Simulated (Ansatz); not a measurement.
Cl$_{5}$FW···H$_{2}$O

```xyz
10

W    -0.2818   -0.2276   -0.2399
Cl   -0.1595   -0.2204    2.0941
Cl    2.0425   -0.4076   -0.3221
Cl   -0.1683    2.0563   -0.3094
Cl   -2.5925   -0.1934   -0.1116
F    -0.3602   -2.1113   -0.1588
Cl   -0.3754   -0.3824   -2.5458
O     2.1591    2.3060    1.8500
H     2.7648    1.6525    1.4506
H     1.6850    1.7644    2.5100
```

Core potentials replace the inner electrons of W.

Theory: Ansatz, RKS PBE/def2-SVP.

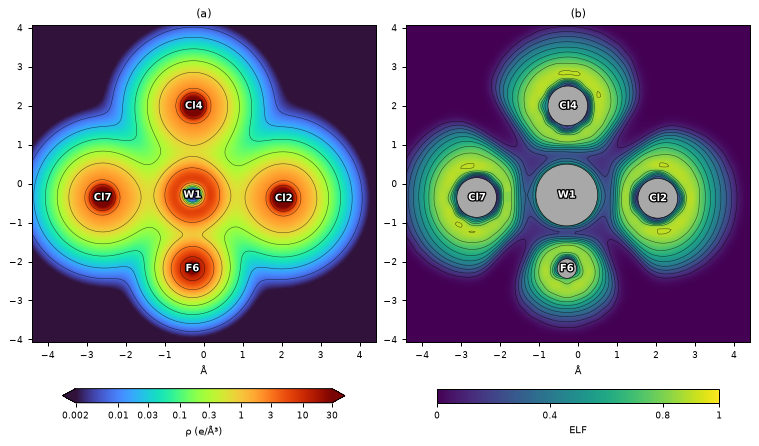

Figure 1. (a) electron density; (b) ELF on the plane of atoms Cl4, W1 and Cl7. Grey discs cover the atomic cores in the ELF map.

### Interpret the plot.

Atoms in the plane: W, Cl and F. W–F (1.89 Å): the density is about 1 e/Å³ at the midpoint; the ELF peaks at about 0.85 in the valence shell of F, 0.5 Å from its nucleus, and drops to about 0.20 between the two atoms. W–Cl (2.29 Å): ρ at the midpoint is about 0.69 e/Å³; the ELF peaks at about 0.85 in the valence shell of Cl, 0.9 Å from its nucleus, and is about 0.35 at the midpoint. W–Cl (2.34 Å): ρ at the midpoint is about 0.63 e/Å³; the ELF peaks at about 0.85 in the valence shell of Cl, 0.8 Å from its nucleus, and is about 0.35 at the midpoint.

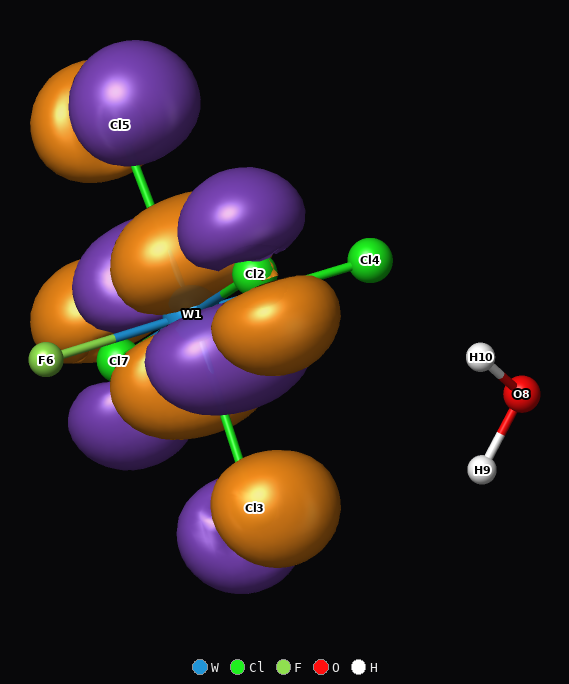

Figure 2. The LUMO at ±0.1 Å⁻³ᐟ² (orange and purple are the two phases), seen at a tilt.

### What is the character of this orbital?

By Hirshfeld shares it lies mainly on W1 (about 55 %), Cl7 (about 10 %), Cl5 (about 10 %), Cl3 (about 10 %) and Cl2 (about 10 %). Its energy is −5.89 eV.

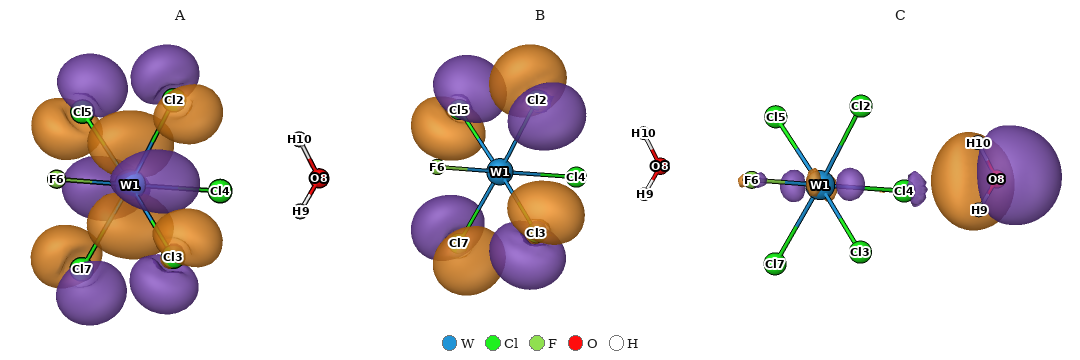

Figure 3. Three frontier orbitals at ±0.1 Å⁻³ᐟ² (orange and purple are the two phases), in no order.

### Order the three orbitals by energy and name them.

B is the HOMO−1 (−7.95 eV). By Hirshfeld shares it lies mainly on Cl2 (about 30 %), Cl3 (about 25 %), Cl5 (about 20 %) and Cl7 (about 20 %); largely a combination of lone pairs on Cl2, Cl3, Cl5 and Cl7. C is the HOMO (−6.69 eV). By Hirshfeld shares it lies mainly on O8 (about 85 %); largely a lone pair of O8. A is the LUMO (−5.89 eV). Its weight (Hirshfeld) is mainly on W1 (about 55 %), Cl7 (about 10 %), Cl5 (about 10 %), Cl3 (about 10 %) and Cl2 (about 10 %).

### What is the HOMO–LUMO gap?

0.80 eV between the orbital energies.
